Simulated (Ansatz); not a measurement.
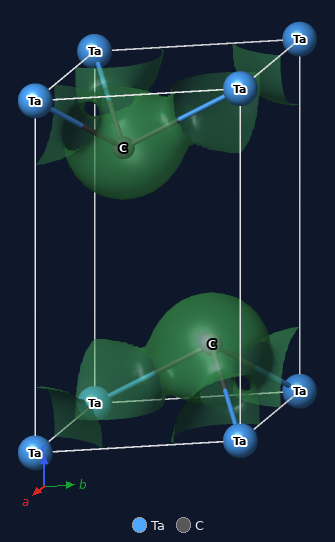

Figure. TaC2. Isosurface of the valence charge density (pseudo) at 0.5 e/Å³ (green), seen slightly off an axis. Sticks mark near contacts.

Space group P-3m1; a structure generated by program, which may or may not match a known phase; computed without spin polarisation.

Level of theory: DFT PBE, scalar-relativistic, plane waves, PAW (Ansatz).

```xyz
3
Lattice="3.2309 0.0000 0.0000 -1.6154 2.7980 0.0000 0.0000 0.0000 5.5562" Properties=species:S:1:pos:R:3 pbc="T T T"
Ta    0.0000    0.0000    0.0000
C     0.0000    1.8654    1.0664
C     1.6155    0.9327    4.4898
```

Which contacts does the surface bridge?

Answer. At this value the density is joined into sheets; it holds about 75 % of the electrons treated as valence (semicore included). It bridges the shortest Ta–C (2.15 Å) contacts, where the density stays above the isovalue. On the grid the lowest density along these lines, outside the cores, is 0.68 e/Å³ (Ta–C, 2.15 Å).

Which way does charge flow, and how much by Bader's partition?

Answer. Electrons move from Ta towards C. Bader charges: Ta +1.96 and C −0.98 e.
